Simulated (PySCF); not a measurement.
Molecule: B(Me)(Vi)(OH), SMILES B(C)(C=C)O (C₃H₇BO). Atoms near the plane z = 0.0 Å, at the CAM-B3LYP/def2-SVP optimised geometry (x, y, z in Å): B1 (0.3, 0.2, 0.0), C2 (1.9, 0.2, 0.0), H3 (2.3, -0.4, -0.9), H4 (2.3, -0.4, 0.9), H5 (2.4, 1.2, 0.0), C6 (-0.5, -1.2, 0.0), C7 (-1.8, -1.2, 0.0), H8 (0.1, -2.1, 0.0), H9 (-2.4, -2.1, 0.0), H10 (-2.4, -0.3, 0.0), O11 (-0.4, 1.3, 0.0), H12 (0.2, 2.1, 0.0).

Computed with CAM-B3LYP/def2-TZVP in PySCF 2.14.0. Cells within 0.4 Å of a nucleus heavier than hydrogen are left out (blank, or x). The values are rescaled to run from 0 to 1.

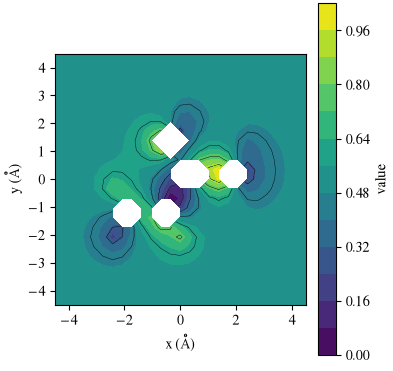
a field on the plane z = 0.0 Å.

Task: Which quantity is mapped?
A) log10 of the electron density
B) deformation density (molecule minus spherical neutral atoms)
C) an orbital amplitude
D) electron localisation function

Result: C, an orbital amplitude. In full: HOMO−1 amplitude (bohr^(-3/2)).
